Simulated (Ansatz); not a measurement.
## Run report: W₈HC₈Cl, geometry relaxation (part 2 of 2)

Continued. System: W₈HC₈Cl (slab, 18 atoms in the cell). Method: DFT PBE-D3(BJ), scalar-relativistic, plane waves, PAW, PAW set soft_1, no spin polarisation (Ansatz 0.2.0); cutoff 420 eV, 3×3×1 k-mesh, Fermi–Dirac smearing of 0.1 eV. The structure derives from an entry of the Crystallography Open Database. The run did not end well. The input holds or restrains some coordinates. Forces given for the steps count only the free coordinates. It belongs to a series of runs on one base structure; here: start relaxed.

Geometry of the input (Å; fractional positions):
```
5.7997  0.0000  0.0000
0.0000  5.6751  0.0000
0.0000  0.0000  16.1856
W  0.0000  0.0000  0.0618
C  0.0000  0.2500  0.1652
W  0.2500  0.0000  0.2169
C  0.2500  0.2500  0.3204
W  0.0000  0.5000  0.0618
C  0.0000  0.7500  0.1652
W  0.2500  0.5000  0.2169
C  0.2500  0.7500  0.3204
W  0.5000  0.0000  0.0618
C  0.5000  0.2500  0.1652
W  0.7500  0.0000  0.2169
C  0.7500  0.2500  0.3204
W  0.5000  0.5000  0.0618
C  0.5000  0.7500  0.1652
W  0.7500  0.5000  0.2169
C  0.7500  0.7500  0.3204
Cl 0.0566  0.0998  0.4532
H  -0.1277  0.1959  0.4810
```

**What the program printed, continued**
```
relax step  24: F+E_penalty+E_count = -86179.08606270 eV  Δ(F+E_penalty+E_count) = -1.593e-1 eV  max|allowed force component| = 5.982e-1 eV/Å  Δτ_max = 0.2000 Å  (5 SCF iters, dr2 threshold 2.56e-5 eV, accepted)
SCF iter   1: F=—  HF=-86179.374520 eV  |F-HF|=—  |Δ(HF+E_count)|=         —  Δρ=1.19e-2  dr2=8.57e-1  ethr=3.01e-3  ⟨swp⟩=5.0  Hψ=1124  notcnv=0  defer=1
preconditioner: auto → LDOS  [metal: Δε(μ)=0.083 eV  Ē_g=7.078 eV  σ=0.100 eV  W_gap=0.20  n_scr=88 (ndim 8)  ℏωp=15.1 eV  f_vac=0.512  D(μ)=9.85/eV (n_scr^D=56)  β→1.0]
SCF iter   2: F=—  HF=-86179.292976 eV  |F-HF|=—  |Δ(HF+E_count)|=   8.15e-2  Δρ=7.33e-3  dr2=3.86e-1  ethr=5.64e-4  ⟨swp⟩=3.8  Hψ=892  notcnv=0  defer=1
SCF iter   3: F=—  HF=-86179.214208 eV  |F-HF|=—  |Δ(HF+E_count)|=   7.88e-2  Δρ=1.03e-3  dr2=7.14e-3  ethr=2.54e-4  ⟨swp⟩=2.0  Hψ=792  notcnv=0  defer=1
SCF iter   4: F=—  HF=-86179.213119 eV  |F-HF|=—  |Δ(HF+E_count)|=   1.09e-3  Δρ=1.79e-4  dr2=1.90e-4  ethr=4.70e-6  ⟨swp⟩=3.0  Hψ=845  notcnv=0  defer=1
SCF iter   5: F=—  HF=-86179.213147 eV  |F-HF|=—  |Δ(HF+E_count)|=   2.77e-5  Δρ=4.94e-5  dr2=1.40e-5  ethr=1.25e-7  ⟨swp⟩=2.0  Hψ=712  notcnv=0  defer=1
SCF iter   6: F=—  HF=-86179.212907 eV  |F-HF|=—  |Δ(HF+E_count)|=   2.39e-4  Δρ=1.63e-5  dr2=1.95e-6  ethr=9.21e-9  ⟨swp⟩=3.0  Hψ=987  notcnv=0  defer=1
SCF iter   7: F=—  HF=-86179.212908 eV  |F-HF|=—  |Δ(HF+E_count)|=   8.37e-7  Δρ=4.84e-6  dr2=1.48e-7  ethr=1.28e-9  ⟨swp⟩=2.0  Hψ=691  notcnv=0  defer=1
SCF iter   8: F=-86179.212908 eV  HF=-86179.212908 eV  |F-HF|=1.22e-8  |Δ(HF+E_count)|=   1.04e-7  Δρ=1.55e-6  dr2=1.64e-8  ethr=6.58e-11  ⟨swp⟩=5.0  Hψ=1687  notcnv=0
SCF 25 converged in 8 iterations: F = -86179.212908 eV  dr2 = 1.64e-8
relax step  25: F+E_penalty+E_count = -86179.21290829 eV  Δ(F+E_penalty+E_count) = -1.268e-1 eV  max|allowed force component| = 1.229e0 eV/Å  Δτ_max = 0.1951 Å  (8 SCF iters, accepted)
```

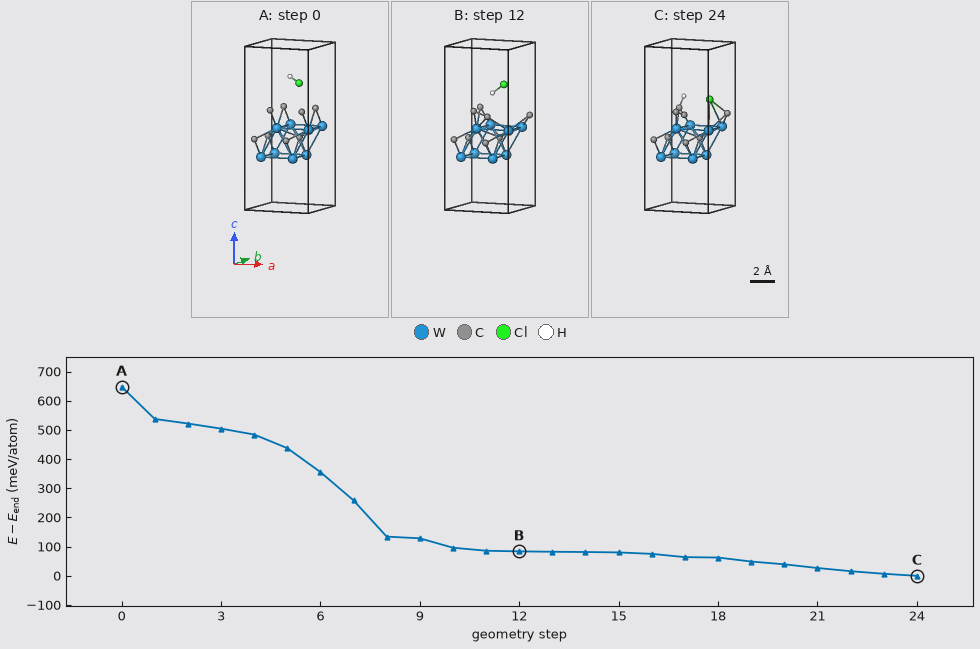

Figure 1. Frames of the restrained relaxation (ball-and-stick view of the cell of the calculation, with the vacuum cut short (origin shifted), seen slightly off an axis) above the curves, on which the letters mark them (the first geometry is step 0 here and step 1 in the log).

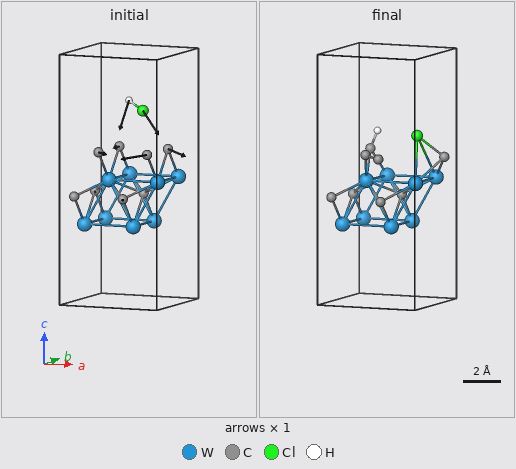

Figure 2. Before (left) and after (right) the restrained relaxation, at one scale (ball-and-stick view of the cell of the calculation, with the vacuum cut short (origin shifted), seen slightly off an axis). The black arrows give the displacements, at true length. The relaxation stopped without meeting its thresholds, so the last structure isn't shown to be converged. Over 24 geometry steps the energy falls by 648 meV per atom. Largest force component: 3.1 eV/Å at the start, 1.2 eV/Å at the end. H18 moves most: 1.89 Å. Largest moves by element: H 1.89 Å, Cl 1.68 Å, C 1.49 Å, W 0.09 Å. The cell stays as it was. Distances before and after: Cl17–H18 1.282 → 3.000 Å, C12–H18 2.712 → 1.096 Å, C8–C16 2.900 → 1.325 Å, C4–C12 2.900 → 1.419 Å. New bonds form: C12–H18 (2.71 → 1.10 Å), C4–C12 (2.90 → 1.42 Å), C4–Cl17 (2.57 → 2.00 Å), C4–W11 (3.64 → 2.66 Å). Bonds break: Cl17–H18 (1.28 → 3.00 Å). Among the angles that change: W7–C10–W11 135.2° → 129.0°, W9–C10–W13 80.6° → 86.4°, W3–C10–W15 135.2° → 130.5°. (Atoms are counted from 1 in the order of the input.)

```
Step failed. What follows is not a result of the run: it is the report of the last solve that finished, which converged after 8 SCF iterations.
Free energy (F): -86179.212908 eV
Harris-Foulkes:  -86179.212908 eV  (|F-HF|=1.22e-8)
Internal energy: -86178.894406 eV  (E = F + TS)
E sigma→0 (E₀):  -86179.053657 eV
Entropy (-TS):   -0.318503 eV (-17.695 meV/atom)
Fermi energy:    3.661305 eV
--- Per-component energies (eV) ---
  E_band       = -2956.263061
  E_kinetic    = 4208.983272
  E_local      = -80665.424111  (includes V_loc(G=0)·N_el)
  E_nonlocal   = 20.098393
  E_hartree    = 38630.647497
  E_xc         = -2619.071225
  E_vxc        = -2422.497038  (∫ρ·V_xc dr)
  E_paw        = -70078.218656  (= ΣΔE_a)
  E_vpaw       = -1358.718776  (= ΣTr[D̂ρ^β])
  E_aug_tail   = 0.000411  (compensation charges beyond the density's cutoff)
  E_ewald      = 24328.652383
  E_disp       = -4.562369  (pairwise vdW)
  E_smearing   = -0.318503  (= −TS)
  E_closure    = 0.000000  (closes the sum)
  Σ components = -86179.212908   (vs F -86179.212908, Δ=0.00e0)
--- Forces (eV/Å), atoms counted from 1 ---
  atom   1  W      0.22590646     0.41295334    -0.18189892
  atom   2  C     -0.16554149     0.02423711     0.09375414
  atom   3  W     -0.12887206     0.08226518     0.02318341
  atom   4  C     -0.09810078    -0.41978638     0.16316260
  atom   5  W      0.02792764    -0.05286102     0.32901839
  atom   6  C     -0.05312978    -0.11436748     0.07490479
  atom   7  W     -0.00264158    -0.17309809    -0.04695739
  atom   8  C     -1.22921686     0.64620492     0.00639142
  atom   9  W     -0.26754738    -0.43932932    -0.13353036
  atom  10  C      0.05098617     0.15695313    -0.01916083
  atom  11  W      0.19269776    -0.19941828     0.38792207
  atom  12  C     -0.26359457     0.05264936    -0.00469892
  atom  13  W     -0.13543444     0.28106443    -0.46918731
  atom  14  C     -0.08642702    -0.17407760     0.03091738
  atom  15  W      0.52622920     0.26502333     0.44563927
  atom  16  C      1.18129692    -0.63841873    -0.56794493
  atom  17  Cl     0.26485228     0.28447094     0.17017944
  atom  18  H     -0.03939168     0.00549385    -0.30172363
  max |Σ_I F_I| component: 4.13e-5 eV/Å
End of that report.
Error: geometry relaxation did not converge after 25 steps: max|allowed force component| = 1.23e0 eV/Å (threshold 8.0e-2). Raise `relax.max_steps` over both its present limit and 25, loosen `relax.f_tol`, or start from a geometry closer to equilibrium. Where this run's directory can be resumed (`checkpoint.write`), a resume goes on for up to `relax.max_steps` more
```

**Trajectory as extended XYZ (Å, eV, eV/Å), 6 of the 25 frames kept, from step=1 to step=25**
```
18
Lattice="5.7997 0.0000 0.0000 0.0000 5.6751 0.0000 0.0000 0.0000 16.1856" Properties=species:S:1:pos:R:3:forces:R:3 step=1 energy=-86167.54969
W     0.0000    0.0000    1.0000    0.0055  -0.0100   0.3865
C     0.0000    1.4188    2.6742   -0.0052  -0.0222  -0.9936
W     1.4499    0.0000    3.5113   -0.1023  -0.0143   2.9837
C     1.4499    1.4188    5.1856    0.2249  -0.0989  -2.8879
W     0.0000    2.8375    1.0000    0.0194  -0.0050   0.4133
C     0.0000    4.2563    2.6742    0.0266   0.0151  -0.9565
W     1.4499    2.8375    3.5113   -0.1267   0.1000   3.0762
C     1.4499    4.2563    5.1856   -0.0605   0.0135  -2.2887
W     2.8998    0.0000    1.0000    0.0042  -0.0042   0.3512
C     2.8998    1.4188    2.6742   -0.0112  -0.0057  -0.8197
W     4.3498    0.0000    3.5113    0.0717   0.0366   2.9537
C     4.3498    1.4188    5.1856   -0.1490  -0.0343  -2.4763
W     2.8998    2.8375    1.0000   -0.0069   0.0100   0.3370
C     2.8998    4.2563    2.6742   -0.0005  -0.0295  -1.0066
W     4.3498    2.8375    3.5113    0.0658   0.0143   2.9447
C     4.3498    4.2563    5.1856    0.0441   0.0144  -2.3574
Cl    0.3285    0.5666    7.3356    0.3084  -0.2456   0.2991
H    -0.7404    1.1119    7.7856   -0.3084   0.2654   0.0420
18
Lattice="5.7997 0.0000 0.0000 0.0000 5.6751 0.0000 0.0000 0.0000 16.1856" Properties=species:S:1:pos:R:3:forces:R:3 step=6 energy=-86171.33478
W     0.0000    0.0000    1.0000    0.0148  -0.0071   0.0724
C     0.0088    1.4169    2.5783    0.1004   0.0373   0.3143
W     1.4433   -0.0102    3.5371    0.1089   0.2211  -0.3583
C     1.9023    1.4025    4.9002    1.8586   0.0941  -0.0250
W     0.0000    2.8375    1.0000    0.0226  -0.0054   0.1412
C    -0.0186    4.2574    2.5263   -0.1106  -0.0451  -0.3178
W     1.4405    2.8399    3.5481    0.1232  -0.2183  -0.2619
C     0.9305    4.2640    4.8982   -2.4819  -0.0832   0.1391
W     2.8998    0.0000    1.0000   -0.0240   0.0600   0.2260
C     2.9121    1.4178    2.5317    0.1101   0.0236  -0.2818
W     4.3523    0.0065    3.5662   -0.1335   0.0451  -0.2524
C     4.0487    1.4178    4.9759   -1.2230   0.0300   0.2581
W     2.8998    2.8375    1.0000   -0.0401  -0.0691   0.2937
C     2.8925    4.2552    2.5837   -0.1403  -0.0204   0.3348
W     4.3526    2.8322    3.5674   -0.1431  -0.0572  -0.2176
C     4.6937    4.2599    4.9440    2.0271  -0.0256   0.1743
Cl    0.5001    0.8171    7.7024   -0.7877   0.4658  -0.6242
H    -0.5134    1.3333    6.9851    0.7184  -0.4457   0.3856
18
Lattice="5.7997 0.0000 0.0000 0.0000 5.6751 0.0000 0.0000 0.0000 16.1856" Properties=species:S:1:pos:R:3:forces:R:3 step=11 energy=-86177.47873
W     0.0000    0.0000    1.0000    0.0833   0.3774   0.0130
C     0.0161    1.4181    2.6683    0.0439  -0.0122  -0.1254
W     1.4591    0.0038    3.4353    0.0218  -0.0091   0.1563
C     2.6961    1.4139    4.7676    0.2658   0.0100  -0.6254
W     0.0000    2.8375    1.0000    0.0854  -0.3805  -0.0033
C    -0.0464    4.2563    2.4992    0.1242   0.0010   0.1331
W     1.4610    2.8303    3.4320    0.0072   0.0330   0.2271
C     0.3288    4.2344    4.8530   -0.2954  -0.0698  -0.7128
W     2.8998    0.0000    1.0000   -0.0816  -0.4465   0.0147
C     2.9674    1.4173    2.4945   -0.0784  -0.0073   0.0695
W     4.3572   -0.0072    3.4918    0.0022   0.0263   0.2375
C     3.9807    1.4228    5.1069    0.1269  -0.0614   0.4321
W     2.8998    2.8375    1.0000   -0.0645   0.4268   0.0025
C     2.8938    4.2559    2.6569    0.0471   0.0175  -0.1957
W     4.3574    2.8429    3.4903    0.0263  -0.0329   0.2398
C     4.8462    4.2487    5.1046   -0.2503   0.0583   0.3614
Cl    0.4427    1.1012    7.5157   -0.2428   0.0334  -0.2689
H    -0.5938    1.1943    6.6821    0.1749   0.0365   0.0461
18
Lattice="5.7997 0.0000 0.0000 0.0000 5.6751 0.0000 0.0000 0.0000 16.1856" Properties=species:S:1:pos:R:3:forces:R:3 step=15 energy=-86177.74418
W     0.0000    0.0000    1.0000    0.1301   0.4703  -0.0578
C     0.0184    1.4178    2.6540   -0.0073  -0.0046   0.0427
W     1.4485    0.0034    3.4378   -0.0184   0.0547  -0.0017
C     2.7509    1.4382    4.6760   -0.1484   0.0574  -0.0873
W     0.0000    2.8375    1.0000    0.0638  -0.4014  -0.0338
C    -0.0532    4.2580    2.4851   -0.0058   0.0205   0.0170
W     1.4465    2.8357    3.4428   -0.0206  -0.0473   0.0629
C     0.1416    4.1954    4.7052    0.0059  -0.0875   0.0600
W     2.8998    0.0000    1.0000   -0.1329  -0.4508   0.0543
C     2.9512    1.4164    2.4889    0.0089  -0.0149   0.0099
W     4.3481   -0.0098    3.4884   -0.0312  -0.0267  -0.0874
C     4.0073    1.4185    5.1253    0.1896  -0.0307   0.0822
W     2.8998    2.8375    1.0000   -0.0649   0.3861   0.0614
C     2.8707    4.2559    2.6403    0.0135  -0.0007  -0.0344
W     4.3472    2.8436    3.4888   -0.0141   0.0410  -0.0998
C     4.6786    4.2690    5.1097    0.0438   0.0472   0.0042
Cl    0.5900    1.3371    6.8669    0.1937  -0.0067   0.1158
H    -0.6276    1.3881    6.1584   -0.2054  -0.0063  -0.1073
18
Lattice="5.7997 0.0000 0.0000 0.0000 5.6751 0.0000 0.0000 0.0000 16.1856" Properties=species:S:1:pos:R:3:forces:R:3 step=20 energy=-86178.33144
W     0.0000    0.0000    1.0000    0.3003   0.6375  -0.1328
C     0.0190    1.4151    2.6651   -0.0031  -0.0218  -0.0346
W     1.4413    0.0233    3.4627   -0.0006   0.1812   0.1446
C     2.7504    1.4872    4.6062   -0.7095   0.0307   0.7604
W     0.0000    2.8375    1.0000    0.1091  -0.3259   0.0705
C    -0.0519    4.2665    2.4823   -0.0526   0.0192  -0.0214
W     1.4352    2.8257    3.4737    0.0484   0.0549  -0.1986
C     0.1274    4.0679    4.7247    0.0146  -0.2035   0.0662
W     2.8998    0.0000    1.0000   -0.2455  -0.5903  -0.0042
C     2.9505    1.4108    2.4799    0.0356   0.0042  -0.0149
W     4.3411   -0.0193    3.4557    0.0501   0.0534  -0.0078
C     3.9982    1.4141    5.0992    0.9362   0.0147  -1.0583
W     2.8998    2.8375    1.0000   -0.1703   0.3725   0.0357
C     2.8404    4.2541    2.6277   -0.0502  -0.0090   0.0580
W     4.3469    2.8620    3.4541    0.0733  -0.0514  -0.0219
C     4.6842    4.3136    5.0974    0.0483   0.0328  -0.0274
Cl    1.0766    1.1894    6.3164    0.0080  -0.2257  -0.2627
H    -1.0068    1.3905    5.8439   -0.3926   0.0273   0.6491
18
Lattice="5.7997 0.0000 0.0000 0.0000 5.6751 0.0000 0.0000 0.0000 16.1856" Properties=species:S:1:pos:R:3:forces:R:3 step=25 energy=-86179.21291
W     0.0000    0.0000    1.0000    0.2259   0.4130  -0.1819
C     0.0180    1.3988    2.6301   -0.1655   0.0242   0.0938
W     1.4441    0.0120    3.4507   -0.1289   0.0823   0.0232
C     2.5318    1.4429    4.8051   -0.0981  -0.4198   0.1632
W     0.0000    2.8375    1.0000    0.0279  -0.0529   0.3290
C    -0.0313    4.2833    2.5191   -0.0531  -0.1144   0.0749
W     1.4343    2.8286    3.4782   -0.0026  -0.1731  -0.0470
C     0.1493    3.5750    4.9489   -1.2292   0.6462   0.0064
W     2.8998    0.0000    1.0000   -0.2675  -0.4393  -0.1335
C     2.9004    1.4143    2.5100    0.0510   0.1570  -0.0192
W     4.3214   -0.0125    3.4740    0.1927  -0.1994   0.3879
C     3.9292    1.4280    5.0520   -0.2636   0.0526  -0.0047
W     2.8998    2.8375    1.0000   -0.1354   0.2811  -0.4692
C     2.8542    4.2606    2.6311   -0.0864  -0.1741   0.0309
W     4.3235    2.8360    3.4296    0.5262   0.2650   0.4456
C     4.8558    4.3167    5.0545    1.1813  -0.6384  -0.5679
Cl    1.3809    0.3709    6.0365    0.2649   0.2845   0.1702
H    -1.4354    1.4034    6.0572   -0.0394   0.0055  -0.3017
```

**What the run reported**

| quantity | value |
| --- | --- |
| outcome | not converged |
| hardware | 2 threads of Arm Neoverse V1, 24 GiB of memory available, shared host |
| wall time | 4.7 min (CPU time 9.2 min) |
| peak memory | 0.89 GiB |

**Diagnosis**

The run did not converge: “geometry relaxation did not converge after 25 steps: max|allowed force component| = 1.23e0 eV/Å (threshold 8.0e-2). Raise `relax.max_steps` over both its present limit and 25, loosen `relax.f_tol`, or start from a geometry closer to equilibrium …” Its last values are not results. The input asks for low accuracy.
